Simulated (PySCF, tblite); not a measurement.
# C11H7N3: excited states

Wanted: excited states for C11H7N3 (`N#Cc1ccnc(-c2ccccn2)c1`).

Computed with tblite 0.8.0 and PySCF 2.14.0 and routines of our own; the level stands in each step. Atoms count from 0.

## (1) The starting structure

21 atoms, charge 0, multiplicity 1; geometry from: force field or distance geometry start.

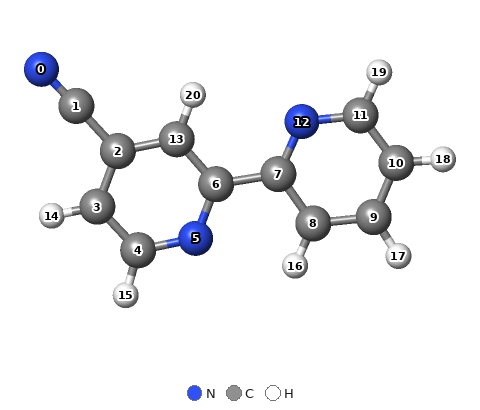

The starting geometry (nitrogen blue, carbon grey, hydrogen white).

## (2) Geometry optimisation with GFN2-xTB

The job: settings as JSON, then the geometry in Å.

```
{"job": {"kind": "relax", "xc": "GFN2-xTB", "basis": "xTB"}, "charge": 0, "multiplicity": 1}
N      4.418600     2.320700     1.348600
C      3.640200     1.524400     0.969500
C      2.715600     0.541800     0.506600
C      3.229900    -0.669800     0.082800
C      2.317600    -1.622000    -0.362200
N      0.989000    -1.345300    -0.410800
C      0.477800    -0.156900    -0.013800
C     -0.962400     0.074300    -0.075100
C     -1.732500    -0.996200    -0.569500
C     -3.126900    -0.844500    -0.659600
C     -3.686100     0.346700    -0.269600
C     -2.895700     1.374300     0.214600
N     -1.543600     1.222700     0.310400
C      1.353400     0.814900     0.456400
H      4.284300    -0.883600     0.126000
H      2.637400    -2.607700    -0.701600
H     -1.281300    -1.921600    -0.875300
H     -3.669700    -1.687700    -1.045200
H     -4.764100     0.431400    -0.349000
H     -3.358800     2.315700     0.526900
H      0.948500     1.785100     0.789600
```

On the command line:

```console
OMP_NUM_THREADS=1 python excited_run.py task.json out
```

The driver reads the jobs from task.json and runs them one after another.

The program printed:

```text
step      E/eV     max force
  0    -974.55482    3.603
  1    -974.40293   11.672
  2    -974.73033    2.349
  3    -974.78767    1.046
  4    -974.82827    0.564
  5    -974.86157    0.677
  6    -974.89423    0.813
  7    -974.91221    0.424
  8    -974.92125    0.188
  9    -974.92940    0.304
 10    -974.93589    0.379
 11    -974.93918    0.213
 12    -974.94055    0.086
 13    -974.94154    0.143
 14    -974.94277    0.142
 15    -974.94400    0.114
 16    -974.94502    0.067
 17    -974.94583    0.080
 18    -974.94659    0.097
 19    -974.94750    0.079
 20    -974.94876    0.084
 21    -974.95052    0.107
 22    -974.95258    0.140
 23    -974.95434    0.106
 24    -974.95558    0.084
 25    -974.95657    0.083
 26    -974.95752    0.102
 27    -974.95839    0.094
 28    -974.95905    0.063
 29    -974.95958    0.072
 30    -974.96006    0.074
 31    -974.96050    0.071
 32    -974.96085    0.040
 33    -974.96112    0.036
 34    -974.96133    0.042
 35    -974.96147    0.039
 36    -974.96157    0.027
 37    -974.96166    0.023
 38    -974.96175    0.032
 39    -974.96183    0.028
 40    -974.96189    0.017
 41    -974.96193    0.020
 42    -974.96198    0.025
 43    -974.96204    0.024
 44    -974.96210    0.021
 45    -974.96217    0.022
 46    -974.96223    0.023
 47    -974.96227    0.024
 48    -974.96229    0.013
 49    -974.96230    0.005
```

Wall time 0.45 s (1 thread of Arm Neoverse V2, shared host).

The steps of the relaxation: (not every step is listed) (the energy doesn't fall at every step)

| step | energy from step 0 (eV) | largest force (eV/Å) |
| --- | --- | --- |
| 0 | 0.0000 | 3.6035 |
| 1 | 0.1519 | 11.6717 |
| 2 | -0.1755 | 2.3491 |
| 3 | -0.2329 | 1.0461 |
| 4 | -0.2735 | 0.5642 |
| 5 | -0.3068 | 0.6769 |
| 6 | -0.3394 | 0.8133 |
| 7 | -0.3574 | 0.4238 |
| 8 | -0.3664 | 0.1879 |
| 11 | -0.3844 | 0.2130 |
| 14 | -0.3880 | 0.1415 |
| 17 | -0.3910 | 0.0803 |
| 20 | -0.3939 | 0.0836 |
| 23 | -0.3995 | 0.1057 |
| 26 | -0.4027 | 0.1016 |
| 29 | -0.4048 | 0.0719 |
| 32 | -0.4060 | 0.0396 |
| 35 | -0.4067 | 0.0393 |
| 38 | -0.4069 | 0.0318 |
| 41 | -0.4071 | 0.0195 |
| 44 | -0.4073 | 0.0211 |
| 45 | -0.4074 | 0.0220 |
| 46 | -0.4074 | 0.0228 |
| 47 | -0.4075 | 0.0238 |
| 48 | -0.4075 | 0.0132 |
| 49 | -0.4075 | 0.0051 |

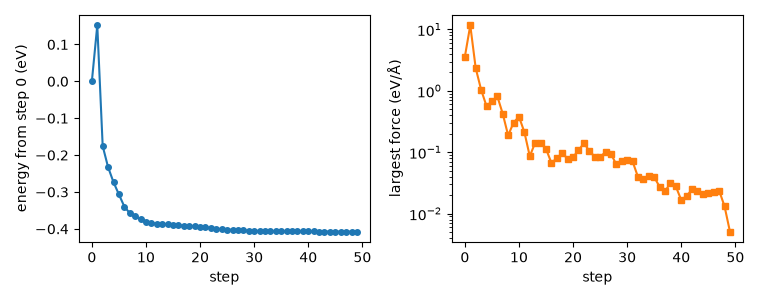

Energy and largest force along the relaxation.

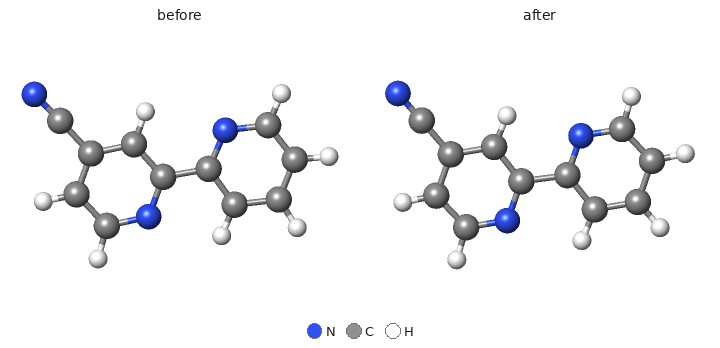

Before and after, at one scale.

Distances of close pairs at the start and the end, largest changes first:

| bond | before (Å) | after (Å) | change (Å) |
| --- | --- | --- | --- |
| C11–N12 | 1.364 | 1.318 | -0.046 |
| C4–N5 | 1.358 | 1.319 | -0.039 |
| N0–C1 | 1.176 | 1.145 | -0.031 |
| C13–H20 | 1.103 | 1.078 | -0.025 |
| C8–C9 | 1.406 | 1.383 | -0.022 |
| N5–C6 | 1.353 | 1.332 | -0.022 |
| C2–C3 | 1.383 | 1.397 | +0.014 |
| C9–C10 | 1.373 | 1.387 | +0.014 |

The final coordinates are the input of the step that follows.

## (3) Infrared spectrum with GFN2-xTB

The job: settings as JSON, then the geometry in Å.

```
{"job": {"kind": "ir", "xc": "GFN2-xTB", "basis": "xTB"}, "charge": 0, "multiplicity": 1}
N      4.262868     2.413070     1.374461
C      3.551925     1.601363     0.990116
C      2.683541     0.588489     0.512124
C      3.198555    -0.642955     0.099228
C      2.299418    -1.593074    -0.357793
N      0.996822    -1.397310    -0.423597
C      0.501305    -0.225129    -0.031354
C     -0.954422    -0.045149    -0.119624
C     -1.772052    -1.068142    -0.600506
C     -3.136426    -0.849469    -0.664571
C     -3.637934     0.374760    -0.249329
C     -2.740273     1.327037     0.214359
N     -1.439149     1.129499     0.279100
C      1.310927     0.805442     0.447392
H      4.258344    -0.841355     0.137375
H      2.640822    -2.565033    -0.689748
H     -1.324094    -1.998515    -0.908632
H     -3.799417    -1.619513    -1.032202
H     -4.695025     0.587161    -0.282917
H     -3.078989     2.298399     0.551326
H      0.864337     1.737366     0.754319
```

The program printed:

```text
mode    cm-1     km/mol
  1      33.4      0.60
  2      79.1      0.02
  3      86.3      0.69
  4     131.4     14.73
  5     165.4     12.52
  6     200.7      0.03
  7     309.8      0.85
  8     346.7      0.15
  9     360.3      5.02
 10     379.7      0.06
 11     402.6      0.74
 12     447.2      1.73
 13     494.6      3.45
 14     548.1      3.10
 15     595.9      4.46
 16     614.9     13.05
 17     625.3      2.85
 18     696.9      6.47
 19     712.8      1.20
 20     727.4      2.22
 21     775.5     21.02
 22     824.5      5.98
 23     876.1      5.39
 24     885.9      0.96
 25     895.9      0.61
 26     915.4      0.17
 27     919.0      0.06
 28     937.6      0.02
 29     998.9     13.65
 30    1008.8      0.17
 31    1082.6      8.81
 32    1087.8      3.60
 33    1117.3      3.42
 34    1128.0      1.99
 35    1159.0      0.03
 36    1178.9      6.17
 37    1236.6      2.34
 38    1245.5      1.11
 39    1276.1      5.39
 40    1293.9     36.35
 41    1300.0      3.73
 42    1371.6     27.62
 43    1414.5      1.21
 44    1430.1     20.49
 45    1455.4      1.96
 46    1533.6     23.38
 47    1555.5     23.04
 48    1569.4      8.01
 49    1577.7     41.20
 50    2381.6    180.72
 51    3055.3     31.46
 52    3058.3     23.58
 53    3074.0     27.67
 54    3098.3     47.06
 55    3100.4     15.02
 56    3115.8      0.38
 57    3116.6      7.40
```

It took 1.1 s on 1 thread of Arm Neoverse V2, shared host.

Which atoms move in the most intense modes:

| cm⁻¹ | km/mol | atoms |
| --- | --- | --- |
| 1294 | 36.4 | C8 13 %, C7 12 %, C10 10 %, N5 10 % |
| 1372 | 27.6 | C6 22 %, C2 16 % |
| 1578 | 41.2 | C11 26 %, C8 23 %, C9 17 %, N12 10 % |
| 2382 | 180.7 | C1 60 %, N0 39 % |
| 3055 | 31.5 | H19 91 % |
| 3058 | 23.6 | H15 92 % |
| 3074 | 27.7 | H17 86 % |
| 3098 | 47.1 | H18 86 % |

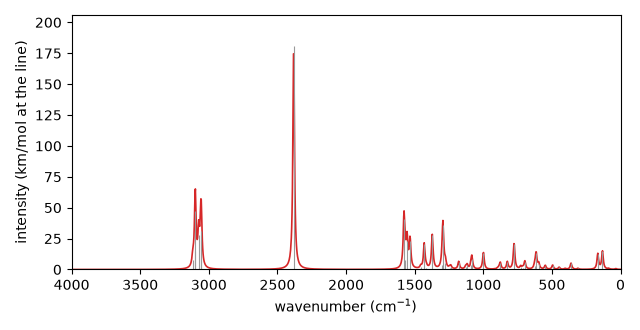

The infrared spectrum from these modes, unscaled. Lines are broadened to a width of 14 cm⁻¹ (Lorentzian).

## (4) Excited states: TDA B3LYP/def2-SVP

Settings changed since step 3:

```diff
@@ -1,2 +1,2 @@
-{"job": {"kind": "ir", "xc": "GFN2-xTB", "basis": "xTB"}, "charge": 0, "multiplicity": 1}
+{"job": {"kind": "states", "xc": "B3LYP", "basis": "def2-SVP", "tda": true, "soc": true, "nstates": 8, "ntriplets": 6, "nquad": 4}, "charge": 0, "multiplicity": 1}
 N      4.262868     2.413070     1.374461
```

Level: TDA B3LYP/def2-SVP excited states, vertical, gas phase, spin-orbit mean-field couplings.

The program printed:

```text
coarse grid: 19472 points
cycle   1  E = -587.0083711661  dE =  2.651e+00  |g| = 5.606e-01  |ddm| = 6.142e+00
cycle   2  E = -586.8111230642  dE =  1.972e-01  |g| = 1.099e+00  |ddm| = 1.841e+00
cycle   3  E = -587.0787785868  dE = -2.677e-01  |g| = 2.086e-01  |ddm| = 1.085e+00
cycle   4  E = -587.0882283690  dE = -9.450e-03  |g| = 7.325e-02  |ddm| = 2.510e-01
cycle   5  E = -587.0893448561  dE = -1.116e-03  |g| = 2.199e-02  |ddm| = 8.069e-02
cycle   6  E = -587.0894472902  dE = -1.024e-04  |g| = 7.099e-03  |ddm| = 3.398e-02
cycle   7  E = -587.0894585765  dE = -1.129e-05  |g| = 2.549e-03  |ddm| = 1.209e-02
cycle   8  E = -587.0894602497  dE = -1.673e-06  |g| = 5.856e-04  |ddm| = 3.702e-03
final grid: 193872 points
cycle   9  E = -587.1952947587  dE = -5.284e-05  |g| = 5.384e-03  |ddm| = 5.615e-02
cycle  10  E = -587.1952928629  dE =  1.896e-06  |g| = 6.220e-03  |ddm| = 1.619e-02
cycle  11  E = -587.1953022339  dE = -9.371e-06  |g| = 1.554e-03  |ddm| = 8.905e-03
cycle  12  E = -587.1953028010  dE = -5.671e-07  |g| = 3.913e-04  |ddm| = 2.033e-03
cycle  13  E = -587.1953028273  dE = -2.631e-08  |g| = 2.142e-04  |ddm| = 5.034e-04
cycle  14  E = -587.1953028371  dE = -9.796e-09  |g| = 5.818e-05  |ddm| = 2.479e-04
cycle  15  E = -587.1953028378  dE = -7.030e-10  |g| = 2.247e-05  |ddm| = 7.736e-05
converged SCF energy = -587.1953028378

Singlet excitations
state   eV       nm        f     d(h-e)  d(exc)  Lambda  PR(NTO)  |dmu|/D   mu/D   main configurations
  1   4.0115   309.1   0.00203   1.090   3.619   0.422   1.029    3.510    7.334   H-1->L 0.92
  2   4.3948   282.1   0.00010   0.884   3.289   0.452   1.699    2.774    6.877   H-2->L 0.69, H-1->L+1 0.29
  3   4.4468   278.8   0.18098   2.282   4.401   0.711   1.218    6.788   10.537   H->L 0.74, H->L+1 0.14
  4   4.5853   270.4   0.00023   1.300   3.889   0.436   1.715    4.136    8.076   H-1->L+1 0.63, H-2->L 0.24
  5   4.9018   252.9   0.26696   0.641   3.812   0.716   1.516                     H->L+1 0.51, H-3->L 0.18, H->L 0.12
  6   4.9462   250.7   0.00320   0.736   3.305   0.413   1.343                     H-2->L+1 0.79, H-1->L+2 0.14
  7   5.2323   237.0   0.00103   0.611   3.376   0.442   1.161                     H-1->L+2 0.78, H-2->L+1 0.11
  8   5.4016   229.5   0.33707   1.724   4.477   0.721   1.981                     H-3->L 0.36, H->L+1 0.25, H-4->L 0.19

Triplet excitations (Tamm-Dancoff)
state   eV     d(h-e)  d(exc)  Lambda  PR(NTO)   main configurations
  1   3.3160   0.497   3.533   0.714   1.146   H->L 0.80, H->L+1 0.10
  2   3.5521   0.932   3.205   0.431   1.107   H-1->L 0.65, H-2->L 0.27
  3   3.8665   0.734   3.045   0.440   1.520   H-1->L+1 0.42, H-2->L 0.37, H-1->L 0.08
  4   3.8848   1.097   3.452   0.731   1.061   H->L+1 0.64, H->L 0.13, H-3->L+1 0.10
  5   4.1645   0.276   3.119   0.742   1.488   H-4->L 0.31, H-3->L 0.31, H->L+1 0.14
  6   4.4421   0.277   2.932   0.718   1.707   H->L+2 0.44, H-3->L 0.15, H-5->L 0.10
S1 - T1 = 0.6955 eV

Spin-orbit couplings |<S|Hso|T>| (cm-1)
             T1       T2       T3       T4       T5       T6
S0        0.035   12.097   28.919    0.180    0.013    0.031
S1        6.398    0.197    0.120    0.017    3.183    1.053
S2        0.894    0.020    0.100    1.031    7.014    2.469
S3        0.034    3.462    0.611    0.035    0.045    0.026
S4        1.500    0.222    0.105    3.552    1.162    1.768
S5        0.010    1.578    0.895    0.039    0.041    0.063
S6        0.663    0.016    0.020    1.834    2.465    1.334
S7        0.335    0.220    0.175    1.184    1.301    0.556
S8        0.035    3.313    5.816    0.043    0.020    0.026
T1 sublevels (cm-1): 0.000 0.000 0.015   radiative rates (1/s): 0.00115 2.72e-05 0.416
```

It took 1.9 min on 1 thread of Arm Neoverse V2, shared host; peak memory 0.92 GiB.

From this job:

| quantity | value |
| --- | --- |
| S1 less T1 | 0.70 eV |

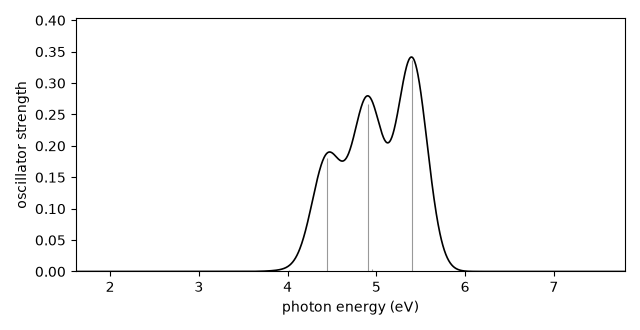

Absorption lines of the singlets. Lines are broadened to a width of 0.40 eV (Gaussian).

## (5) Outcome

| quantity | value |
| --- | --- |
| strongest single infrared mode (GFN2-xTB) | 2382 cm⁻¹, 181 km/mol |
| zero-point energy (GFN2-xTB) | 94.4 kcal/mol |
| S1 less T1 (step 4, TDA B3LYP/def2-SVP) | 0.70 eV |

**Reading.** No mode is imaginary among the 57: a minimum at this level. The strongest single mode, at 2382 cm⁻¹, moves mainly C1 and N0. GFN2-xTB is a fitted tight-binding method: band positions and strengths are rough. Its intensities can rank the bands wrongly. In step 4, the number of triplets below S1 is 4, and the largest singlet-triplet spin-orbit coupling is S0–T3, 28.92 cm⁻¹.
